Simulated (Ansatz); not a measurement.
# SiH2Br− (SMILES [SiH2-]Br): the energy, rung by rung

SiH2Br− has 4 atoms, charge -1, and is taken as a singlet. As SMILES, `[SiH2-]Br`. The shape is that of a GFN2-xTB optimisation.

| atom | x (Å) | y (Å) | z (Å) |
| --- | --- | --- | --- |
| Si | -0.1920 | -0.3430 | -0.6194 |
| Br | 1.6877 | -0.2714 | 0.9111 |
| H | -1.2099 | -0.5300 | 0.4614 |
| H | -0.2858 | 1.1444 | -0.7531 |

Each level gives the energy change with the Si1–H3 bond stretched from 1.496 to 2.245 Å (eV). The values are calculated.

| level | kind | program | value (eV) | less FCI/STO-3G | CPU time (all runs) |
| --- | --- | --- | --- | --- | --- |
| BLYP/STO-3G (restricted) | GGA | Ansatz | 1.94 | -0.41 | 2.6 s |
| revPBE/STO-3G (restricted) | GGA | Ansatz | 1.99 | -0.36 | 2.7 s |
| BHLYP/STO-3G (restricted) | global hybrid | Ansatz | 2.67 | +0.32 | 2.6 s |
| r2SCAN0/STO-3G (restricted) | hybrid meta-GGA | Ansatz | 2.51 | +0.16 | 7.2 s |
| B2PLYP/STO-3G (restricted) | double hybrid | Ansatz | 2.45 | +0.10 | 3.6 s |
| MP2/STO-3G (restricted) | perturbation theory | Ansatz | 2.68 | +0.33 | 0.46 s |
| CCSDT(Q)/STO-3G (restricted) | coupled cluster or CI | Ansatz | 2.35 | 0.00 | 1.1 s |
| FCI/STO-3G | exact in the basis | Ansatz | 2.35 | 0.00 | 1.8 s |

FCI/STO-3G is exact within its basis and frozen core, so for wave-function methods in that basis the difference is their error; functionals converge differently with the basis, so for them it is only a difference. All-electron rows without a relativistic Hamiltonian named are non-relativistic. Sets without diffuse functions describe the anion poorly. The first shape isn't each level's own minimum. The values span 1.94 to 2.68 eV. All rows use very small basis sets, so none should be taken for the real molecule's value. In the correlated wave-function rows the outer d shell of Br is correlated, in sets not made for it. In so small a basis fixed costs decide the times, and correlated methods can beat functionals. Times are those of the runs behind each value, whatever else they computed, on shared processors of several kinds: orders of magnitude only.

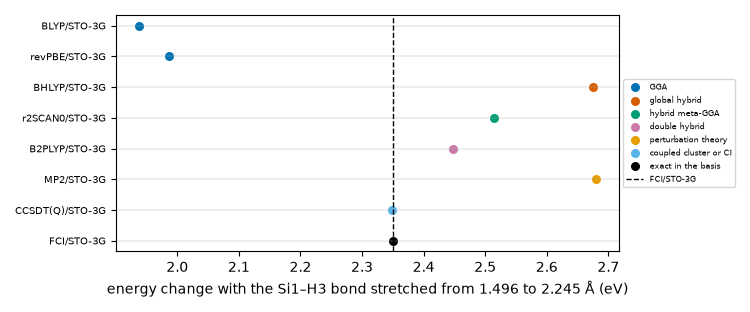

The values of the table, level by level.
